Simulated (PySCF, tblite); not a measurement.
# C₂H₉PSi₂ (triplet), a small gas-phase stand-in for a defect centre: EPR parameters

Aim: the EPR parameters of `[SiH3]C[C]P[SiH3]`. It is drawn as: twofold C.

Programs: tblite 0.8.0 and PySCF 2.14.0. All values are calculated, for the isolated system unless a continuum is named. Atoms count from 0, parts from 1.

## 1. The system as given

14 atoms, charge 0, multiplicity 3; geometry: distance geometry start.

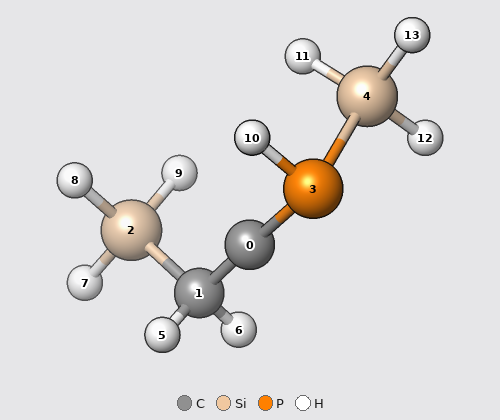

The starting geometry (carbon grey, silicon light orange, phosphorus orange, hydrogen white), atoms numbered.

## 2. Geometry optimisation with GFN2-xTB

What the job is given:

```
{"job": {"kind": "relax", "xc": "GFN2-xTB", "basis": "xTB"}, "charge": 0, "multiplicity": 3}
C      0.127994    -1.058617    -0.278036
C     -1.290905    -0.966033    -0.668024
Si    -2.259809     0.292342     0.309365
P      1.898258    -1.246281     0.175585
Si     2.507352     0.912656     0.134704
H     -1.749035    -1.939892    -0.546282
H     -1.354522    -0.715238    -1.726669
H     -3.652244     0.345115    -0.166407
H     -2.247784    -0.001818     1.750924
H     -1.690284     1.660203     0.142066
H      1.742333    -1.349505     1.580176
H      1.609469     1.670689     0.961613
H      2.511052     1.381800    -1.270713
H      3.905973     0.991844     0.698180
```

With the program's defaults for keys left out, this is: GFN2-xTB geometry optimisation, gas phase.

On the command line:

```sh
OMP_NUM_THREADS=1 python cluster_run.py task.json out
```

The driver reads the jobs from task.json and runs them one after another.

Output:

```text
step      E/eV     max force
  0    -399.17220    3.482
  1    -399.47040    2.367
  2    -399.59885    1.982
  3    -399.63153    0.460
  4    -399.64321    0.366
  5    -399.67290    0.431
  6    -399.68497    0.472
  7    -399.70944    0.513
  8    -399.72229    0.460
  9    -399.73692    0.333
 10    -399.74747    0.367
 11    -399.75998    0.342
 12    -399.76805    0.308
 13    -399.77629    0.257
 14    -399.78229    0.294
 15    -399.78827    0.347
 16    -399.79299    0.227
 17    -399.79592    0.151
 18    -399.79797    0.153
 19    -399.79997    0.135
 20    -399.80178    0.131
 21    -399.80354    0.115
 22    -399.80558    0.156
 23    -399.80854    0.166
 24    -399.81219    0.183
 25    -399.81499    0.116
 26    -399.81634    0.104
 27    -399.81747    0.114
 28    -399.81944    0.140
 29    -399.82287    0.199
 30    -399.82754    0.229
 31    -399.83173    0.159
 32    -399.83464    0.113
 33    -399.83655    0.155
 34    -399.83853    0.149
 35    -399.84073    0.106
 36    -399.84240    0.106
 37    -399.84351    0.083
 38    -399.84439    0.106
 39    -399.84518    0.088
 40    -399.84607    0.069
 41    -399.84655    0.065
 42    -399.84690    0.051
 43    -399.84716    0.039
 44    -399.84741    0.047
 45    -399.84771    0.069
 46    -399.84818    0.092
 47    -399.84880    0.098
 48    -399.84938    0.077
 49    -399.84976    0.052
 50    -399.85003    0.040
 51    -399.85029    0.042
 52    -399.85061    0.044
 53    -399.85097    0.058
 54    -399.85136    0.067
 55    -399.85184    0.072
 56    -399.85246    0.086
 57    -399.85304    0.070
 58    -399.85338    0.040
 59    -399.85354    0.033
 60    -399.85367    0.029
 61    -399.85386    0.053
 62    -399.85415    0.076
 63    -399.85451    0.075
 64    -399.85478    0.046
 65    -399.85492    0.021
 66    -399.85500    0.020
 67    -399.85510    0.028
 68    -399.85524    0.035
 69    -399.85539    0.029
 70    -399.85552    0.028
 71    -399.85562    0.028
 72    -399.85575    0.032
 73    -399.85595    0.045
 74    -399.85623    0.045
 75    -399.85648    0.038
 76    -399.85665    0.034
 77    -399.85678    0.031
 78    -399.85697    0.040
 79    -399.85730    0.057
 80    -399.85768    0.052
 81    -399.85793    0.045
 82    -399.85804    0.028
 83    -399.85811    0.025
 84    -399.85818    0.021
 85    -399.85826    0.019
 86    -399.85832    0.020
 87    -399.85835    0.017
 88    -399.85838    0.015
 89    -399.85843    0.013
 90    -399.85848    0.011
 91    -399.85852    0.012
 92    -399.85854    0.013
 93    -399.85857    0.015
 94    -399.85861    0.017
 95    -399.85867    0.021
 96    -399.85875    0.027
 97    -399.85882    0.032
 98    -399.85890    0.031
 99    -399.85900    0.022
100    -399.85910    0.024
101    -399.85920    0.032
102    -399.85931    0.040
103    -399.85948    0.042
104    -399.85972    0.054
105    -399.85999    0.053
106    -399.86023    0.043
107    -399.86043    0.053
108    -399.86063    0.057
109    -399.86096    0.048
110    -399.86168    0.049
111    -399.86220    0.065
112    -399.86162    0.112
113    -399.86287    0.063
114    -399.86320    0.058
115    -399.86400    0.127
116    -399.86487    0.058
117    -399.86541    0.055
118    -399.86757    0.150
119    -399.86877    0.069
120    -399.86937    0.068
121    -399.86985    0.087
122    -399.87026    0.045
123    -399.87056    0.046
124    -399.87109    0.076
125    -399.87201    0.094
126    -399.87305    0.099
127    -399.87389    0.072
128    -399.87416    0.106
129    -399.87473    0.061
130    -399.87512    0.053
131    -399.87640    0.059
132    -399.87725    0.073
133    -399.87839    0.102
134    -399.88039    0.125
135    -399.88354    0.219
136    -399.88389    0.202
137    -399.88806    0.366
138    -399.89236    0.206
139    -399.89628    0.158
140    -399.90271    0.192
141    -399.90996    0.277
142    -399.91568    0.308
143    -399.91960    0.211
144    -399.91755    0.309
145    -399.92580    0.135
146    -399.92850    0.133
147    -399.93368    0.115
148    -399.93729    0.195
149    -399.94037    0.164
150    -399.94437    0.149
151    -399.95060    0.230
152    -399.95405    0.290
153    -399.95874    0.229
154    -399.96177    0.123
155    -399.96349    0.088
156    -399.96448    0.080
157    -399.96591    0.090
158    -399.96739    0.074
159    -399.96830    0.067
160    -399.96884    0.053
161    -399.96947    0.052
162    -399.96995    0.042
163    -399.97023    0.047
164    -399.97048    0.047
165    -399.97072    0.035
166    -399.97093    0.036
167    -399.97113    0.043
168    -399.97143    0.050
169    -399.97179    0.047
170    -399.97212    0.050
171    -399.97239    0.044
172    -399.97266    0.048
173    -399.97292    0.034
174    -399.97312    0.024
175    -399.97326    0.024
176    -399.97337    0.029
177    -399.97345    0.027
178    -399.97352    0.020
179    -399.97358    0.022
180    -399.97364    0.020
181    -399.97372    0.026
182    -399.97379    0.020
183    -399.97383    0.015
184    -399.97386    0.015
185    -399.97389    0.011
186    -399.97391    0.012
187    -399.97393    0.011
188    -399.97394    0.010
189    -399.97396    0.011
190    -399.97399    0.013
191    -399.97403    0.014
192    -399.97407    0.015
193    -399.97409    0.012
194    -399.97413    0.012
195    -399.97418    0.016
196    -399.97427    0.017
197    -399.97438    0.018
198    -399.97445    0.017
199    -399.97449    0.015
200    -399.97452    0.013
201    -399.97452    0.013
202    -399.97564    0.036
203    -399.97587    0.018
204    -399.97599    0.013
205    -399.97601    0.007
```

Wall time 4.9 s (1 thread of Arm Neoverse V1, shared host).

Step by step:

```
step  energy from step 0 (eV)  largest force (eV/Å)
   0                   0.0000                3.4819
   8                  -0.5501                0.4601
  16                  -0.6208                0.2277
  24                  -0.6400                0.1840
  32                  -0.6624                0.1129
  40                  -0.6739                0.0684
  48                  -0.6772                0.0766
  56                  -0.6803                0.0855
  64                  -0.6826                0.0457
  72                  -0.6836                0.0320
  80                  -0.6855                0.0521
  88                  -0.6862                0.0154
  96                  -0.6866                0.0269
 104                  -0.6875                0.0541
 112                  -0.6894                0.1120
 120                  -0.6972                0.0675
 128                  -0.7020                0.1069
 136                  -0.7117                0.2015
 144                  -0.7454                0.3096
 152                  -0.7819                0.2904
 160                  -0.7966                0.0535
 168                  -0.7992                0.0498
 176                  -0.8012                0.0288
 184                  -0.8017                0.0146
 192                  -0.8019                0.0151
 200                  -0.8023                0.0122
 205                  -0.8038                0.0073
```

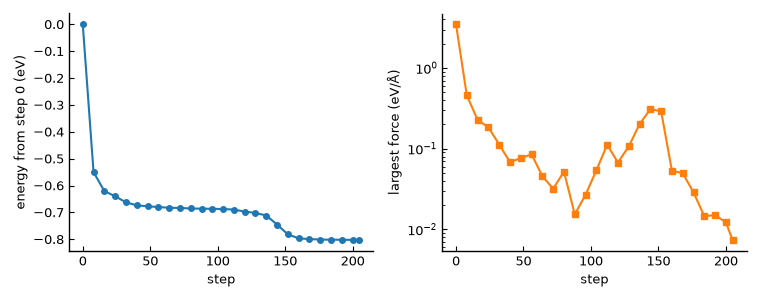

Energy and force, step by step.

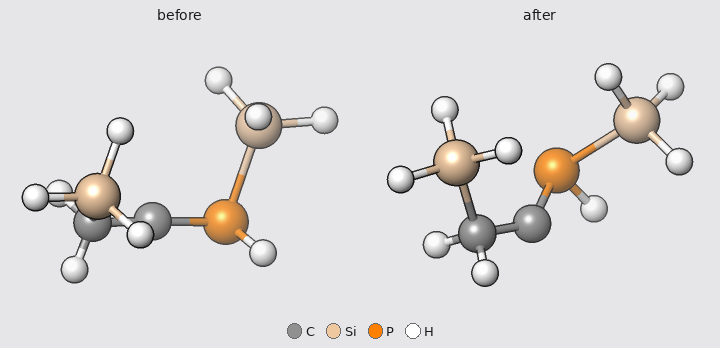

Before and after, at one scale.

Close pairs (by a distance rule), those that changed most:

```
   bond  before (Å)  after (Å)  change (Å)
  C0–P3       1.837      1.698      -0.139
 C1–Si2       1.865      1.932      +0.067
Si4–H13       1.510      1.463      -0.047
  C0–C1       1.474      1.438      -0.037
 Si2–H9       1.491      1.461      -0.031
Si4–H11       1.437      1.464      +0.028
 P3–Si4       2.244      2.267      +0.024
Si4–H12       1.482      1.464      -0.018
```

## 3. Relaxing the molecule at PBE0-D3(BJ)/def2-SVP

What the job is given:

```
{"job": {"xc": "PBE0", "basis": "def2-SVP", "d3": "d3bj", "grid": 2, "kind": "geom", "shake": 0.01}, "charge": 0, "multiplicity": 3}
C      0.126659    -1.272880     0.048932
C     -1.324614    -1.273556    -0.145981
Si    -2.096439     0.495358    -0.347829
P      1.484931    -0.611778    -0.779210
Si     2.277043     0.998287     0.568152
H     -1.795995    -1.730602     0.723868
H     -1.603245    -1.859194    -1.021540
H     -3.502669     0.326358    -0.522163
H     -1.795501     1.262029     0.897438
H     -1.480063     1.127134    -1.501885
H      2.402225    -1.582856    -0.421562
H      2.328543     0.620301     1.997550
H      1.360498     2.164309     0.402167
H      3.612150     1.322482     0.116471
```

Output:

```text
step   0  E = -1001.01767193  max force = 0.027162
step   1  E = -1001.02464988  max force = 0.003507
step   2  E = -1001.02484680  max force = 0.001014
step   3  E = -1001.02488835  max force = 0.000681
step   4  E = -1001.02491483  max force = 0.000443
step   5  E = -1001.02493119  max force = 0.000355
step   6  E = -1001.02494370  max force = 0.000372
optimisation converged
```

Wall time 1.8 min (1 thread of Arm Neoverse V1, shared host); peak memory 0.66 GiB.

The steps of the relaxation:

```
step  energy from step 0 (eV)  largest force component (eV/Å)
   0                   0.0000                          1.3967
   1                  -0.1899                          0.1803
   2                  -0.1952                          0.0521
   3                  -0.1964                          0.0350
   4                  -0.1971                          0.0228
   5                  -0.1975                          0.0183
   6                  -0.1979                          0.0191
```

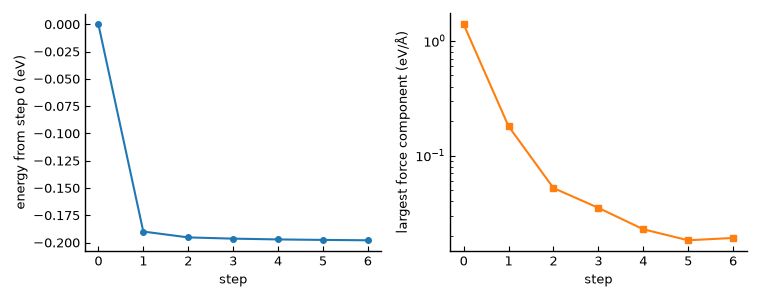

Energy and force, step by step.

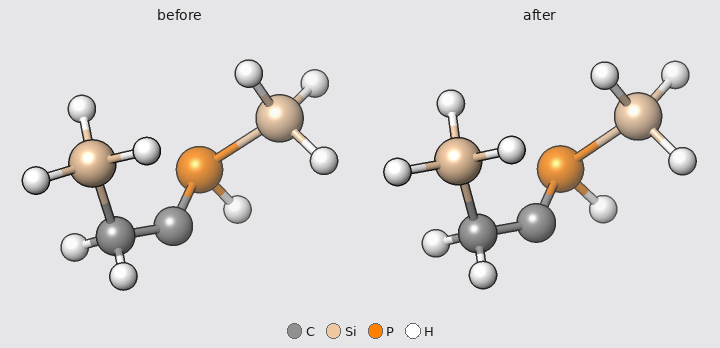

Before and after, at one scale.

Distances of close pairs at the start and the end, largest changes first:

```
   bond  before (Å)  after (Å)  change (Å)
 Si2–H7       1.427      1.496      +0.069
Si4–H13       1.446      1.496      +0.050
 P3–H10       1.383      1.431      +0.049
 Si2–H9       1.453      1.494      +0.041
  C0–P3       1.723      1.762      +0.040
 P3–Si4       2.244      2.278      +0.034
 C1–Si2       1.940      1.908      -0.033
  C1–H6       1.090      1.110      +0.020
```

The final coordinates are the input of the step that follows.

```
                         at the end point                value
  point group (found at 0.08 Å tolerance)                   C1
rotational constants (GHz, main isotopes)  3.624, 1.225, 1.011
                        dipole moment (D)                 0.60
                                     ⟨S²⟩                2.012
```

## 4. g tensor and hyperfine couplings: B3LYP/IGLO-III+pcH-1

What the job is given:

```
{"job": {"kind": "epr"}, "charge": 0, "multiplicity": 3}
C      0.124373    -1.252284     0.101995
C     -1.319483    -1.281446    -0.120324
Si    -2.025915     0.483363    -0.280797
P      1.525002    -0.700369    -0.814249
Si     2.204544     0.978297     0.567357
H     -1.837288    -1.768644     0.725903
H     -1.595720    -1.848428    -1.033181
H     -3.499068     0.439686    -0.537267
H     -1.765651     1.238519     0.980667
H     -1.347046     1.180582    -1.414277
H      2.498303    -1.653082    -0.373895
H      2.264791     0.545881     1.995308
H      1.208371     2.080722     0.422301
H      3.551595     1.463990     0.134306
```

With the program's defaults for keys left out, this is: UKS B3LYP, IGLO-III on C P Si, pcH-1 on H, non-relativistic, mean-field spin-orbit, GIAO.

Output:

```text
UKS, coarse grid
  cycle   1  E = -1001.92219574  |g| = 2.75e-01
  cycle   2  E = -1001.89308055  |g| = 3.39e-01
  cycle   3  E = -1001.95380408  |g| = 9.11e-02
  cycle   4  E = -1001.95874037  |g| = 3.27e-02
  cycle   5  E = -1001.95931856  |g| = 1.13e-02
  cycle   6  E = -1001.95941770  |g| = 3.26e-03
  cycle   7  E = -1001.95942819  |g| = 1.21e-03
  cycle   8  E = -1001.95942826  |g| = 3.42e-04
UKS, final grid
  cycle   1  E = -1001.95938233  |g| = 3.77e-04
  cycle   2  E = -1001.95938226  |g| = 5.09e-04
  cycle   3  E = -1001.95938242  |g| = 7.00e-05
  cycle   4  E = -1001.95938242  |g| = 2.56e-05
E = -1001.95938242 Eh   <S^2> = 2.0117 (exact 2.0000)
g shifts (ppm)      1          2          3
  rmc          -148       -148       -148
  gc             28        -13         23
  oz_so        -994          0        493
  total       -1114       -160        369
hyperfine (MHz)  atom isotope    a_iso     a_fc   dipolar eigenvalues
    0   13C     173.89     174.02    -66.68     27.00     39.68
    1   13C      -7.80      -7.81     -3.68     -1.17      4.85
    2  29Si     -68.05     -68.12     -9.76      4.48      5.29
    3   31P     -29.87     -29.50    -35.80    -32.86     68.66
    4  29Si     -70.59     -70.68    -10.14      4.63      5.50
    5    1H      47.81      47.81     -4.79     -4.26      9.05
    6    1H      72.32      72.32     -4.14     -2.83      6.98
    7    1H      16.36      16.36     -1.42     -0.88      2.30
    8    1H      -2.05      -2.05     -2.24     -1.42      3.66
    9    1H      -2.18      -2.18     -2.15     -1.33      3.48
   10    1H      62.21      62.22     -3.60     -1.86      5.46
   11    1H      -0.61      -0.61     -2.21     -1.25      3.46
   12    1H      -2.67      -2.67     -1.97     -1.13      3.10
   13    1H      16.37      16.37     -1.43     -0.77      2.21
zero-field splitting (cm-1)  D = 0.5103  E = 0.0249  (spin-spin 0.4943, spin-orbit 0.0240)
```

Run time: 2 min. Hardware: 1 thread of Arm Neoverse V1, shared host; peak memory 1.1 GiB.

Principal g values 2.00120, 2.00216, 2.00269; g(iso) = 2.00202, against 2.00232 for a free electron.

Hyperfine couplings, nucleus by nucleus at this fixed geometry (no averaging over rotations):

```
nuclei  isotope  a(iso) (MHz)  a(iso) (G, at g = 2.0023)  largest dipolar term (MHz)
    C0      13C         173.9                       62.0                       -66.7
    H6       1H          72.3                       25.8                         7.0
   Si4     29Si         -70.6                      -25.2                       -10.1
   Si2     29Si         -68.0                      -24.3                        -9.8
   H10       1H          62.2                       22.2                         5.5
    H5       1H          47.8                       17.1                         9.1
    P3      31P         -29.9                      -10.7                        68.7
   H13       1H          16.4                        5.8                         2.2
    H7       1H          16.4                        5.8                         2.3
    C1      13C          -7.8                       -2.8                         4.8
   H12       1H          -2.7                       -1.0                         3.1
    H9       1H          -2.2                       -0.8                         3.5
    H8       1H          -2.1                       -0.7                         3.7
   H11       1H          -0.6                       -0.2                         3.5
```

Zero-field splitting: D = 0.510 cm⁻¹ (spin-spin 0.494, spin-orbit 0.024), E = 0.025 cm⁻¹.

Mulliken spin populations:

C0 1.64; C1 -0.11; Si2 0.08; P3 0.11; Si4 0.07; H5 0.04; H6 0.07; H7 0.02; H8 0.00; H9 0.00; H10 0.05; H11 0.00; H12 0.00; H13 0.02

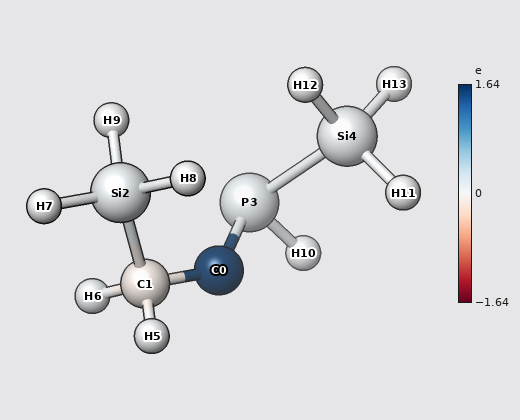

Mulliken spin populations, as colours on the atoms.

## 5. g tensor and hyperfine couplings: BHandHLYP/IGLO-III+pcH-1

Settings changed since step 4:

```diff
@@ -1,2 +1,2 @@
-{"job": {"kind": "epr"}, "charge": 0, "multiplicity": 3}
+{"job": {"kind": "epr", "xc": "BHandHLYP"}, "charge": 0, "multiplicity": 3}
 C      0.124373    -1.252284     0.101995
```

Method: UKS BHandHLYP, IGLO-III on C P Si, pcH-1 on H, non-relativistic, mean-field spin-orbit, GIAO.

Output:

```text
UKS, coarse grid
  cycle   1  E = -1001.79012682  |g| = 2.18e-01
  cycle   2  E = -1001.82004700  |g| = 1.26e-01
  cycle   3  E = -1001.82791880  |g| = 5.96e-02
  cycle   4  E = -1001.83085667  |g| = 2.02e-02
  cycle   5  E = -1001.83135608  |g| = 6.63e-03
  cycle   6  E = -1001.83143679  |g| = 3.40e-03
  cycle   7  E = -1001.83145303  |g| = 1.09e-03
  cycle   8  E = -1001.83145547  |g| = 4.43e-04
UKS, final grid
  cycle   1  E = -1001.83142509  |g| = 2.98e-04
  cycle   2  E = -1001.83142520  |g| = 2.40e-04
  cycle   3  E = -1001.83142525  |g| = 9.04e-05
  cycle   4  E = -1001.83142528  |g| = 4.15e-05
  cycle   5  E = -1001.83142528  |g| = 8.55e-06
E = -1001.83142528 Eh   <S^2> = 2.0188 (exact 2.0000)
g shifts (ppm)      1          2          3
  rmc          -147       -147       -147
  gc             27        -15         23
  oz_so        -951        -17        454
  total       -1071       -179        330
hyperfine (MHz)  atom isotope    a_iso     a_fc   dipolar eigenvalues
    0   13C     203.56     203.69    -69.05     27.90     41.16
    1   13C     -13.17     -13.18     -3.54     -1.38      4.93
    2  29Si     -65.62     -65.69     -9.45      4.20      5.25
    3   31P     -55.51     -55.28    -36.56    -31.43     67.99
    4  29Si     -66.56     -66.64     -9.77      4.38      5.39
    5    1H      48.48      48.48     -4.98     -4.35      9.33
    6    1H      74.07      74.07     -4.01     -3.03      7.04
    7    1H      15.12      15.12     -1.36     -0.87      2.23
    8    1H      -2.11      -2.11     -2.25     -1.52      3.77
    9    1H      -2.36      -2.36     -2.14     -1.43      3.57
   10    1H      60.88      60.88     -3.62     -2.09      5.71
   11    1H      -0.99      -0.99     -2.21     -1.35      3.55
   12    1H      -2.78      -2.78     -1.95     -1.19      3.14
   13    1H      14.85      14.85     -1.36     -0.76      2.11
zero-field splitting (cm-1)  D = 0.5523  E = 0.0302  (spin-spin 0.5471, spin-orbit 0.0126)
```

Run time: 2.3 min. Hardware: 1 thread of Arm Neoverse V1, shared host; peak memory 0.92 GiB.

In short: g(iso) 2.00201.

## 6. Side by side: EPR parameters

g, ⟨S²⟩ and isotropic hyperfine couplings (MHz), with basis size and wall time:

```
                     run   g(iso)   ⟨S²⟩  13C C0  1H H6  29Si Si4  29Si Si2  1H H10  functions     time
    B3LYP/IGLO-III+pcH-1  2.00202  2.012   173.9   72.3     -70.6     -68.0    62.2        292    2 min
BHandHLYP/IGLO-III+pcH-1  2.00201  2.019   203.6   74.1     -66.6     -65.6    60.9        292  2.3 min
```

## 7. Summary of results

```
                            quantity                 value
                         point group                    C1
rotational constants (main isotopes)  3.62, 1.23, 1.01 GHz
                        D, E (B3LYP)     0.510, 0.025 cm⁻¹
                      g(iso) (B3LYP)               2.00202
                                ⟨S²⟩    2.012 (exact 2.00)
                      largest a(iso)  13C on C0, 173.9 MHz
```

**Reading.** The start of the PBE0/def2-SVP relaxation was shaken at random by about 0.01 Å, so part of the energy gained, and of the first lengths quoted, undoes that. The optimisation took 6 steps and gained 0.198 eV; among the close pairs (by a distance rule), Si2–H7 changed most, from 1.427 to 1.496 Å (PBE0/def2-SVP). C0 carries the largest spin population, 1.64 e. The isotropic g lies 0.3 ppt below the free-electron value. The coupling of 13C on C0 runs from 173.9 (B3LYP/IGLO-III+pcH-1) to 203.6 MHz (BHandHLYP/IGLO-III+pcH-1). The triplet was assumed; the singlet may lie lower. A capped cluster stands for the solid here, so long-range fields and strain are missing, and bands or shifts of the capping hydrogens have no counterpart in it.
